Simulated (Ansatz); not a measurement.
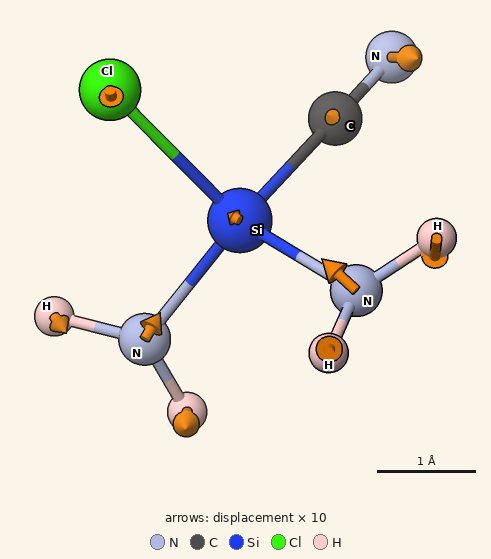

This is a relaxation of CH4ClN3Si. The starting structure is drawn; orange arrows show the displacements, magnified 10 times. The two geometries are superimposed by the best rigid fit.

The picture is a ball-and-stick view, seen from a free direction.

The start comes from PBE-D4/def2-SVP.

These are results of RKS PBE0-D4/def2-TZVP (Ansatz), not measurements.

Input file:
```yaml
crystal:
  periodic: [false, false, false]
  atoms:
    - {symbol: N, position_ang: [1.252368, -1.700038, 2.148103]}
    - {symbol: C, position_ang: [0.643900, -1.045067, 1.387369]}
    - {symbol: Si, position_ang: [-0.254101, 0.074482, 0.188764]}
    - {symbol: N, position_ang: [-0.517405, -0.920130, -1.182650]}
    - {symbol: N, position_ang: [0.581669, 1.495599, -0.285061]}
    - {symbol: Cl, position_ang: [-1.908243, 0.743474, 1.268350]}
    - {symbol: H, position_ang: [-0.992604, -0.530441, -2.000749]}
    - {symbol: H, position_ang: [-0.741434, -1.909738, -1.050898]}
    - {symbol: H, position_ang: [0.546255, 2.324984, 0.310431]}
    - {symbol: H, position_ang: [1.472895, 1.415676, -0.780858]}
basis:
  gaussian: {orbitals: def2-TZVP}
hamiltonian: {xc: pbe0, dispersion: d4}
relax: {f_tol: 0.005, max_steps: 150}
```

### Describe the change and its energy.

The largest moves after the best rigid fit, 0.079 Å, are those of H8 and H10. By element the largest moves are H 0.079 Å, N 0.075 Å, Cl 0.035 Å, Si 0.017 Å, C 0.017 Å. Some distances before and after: Si3–Cl6 2.085 → 2.049 Å, Si3–N5 1.715 → 1.685 Å, Si3–N4 1.714 → 1.685 Å, N1–C2 1.174 → 1.152 Å. The energy falls by 9.01 kJ/mol in 8 geometry steps. The largest force component goes from 1.7 to 0.0028 eV/Å.
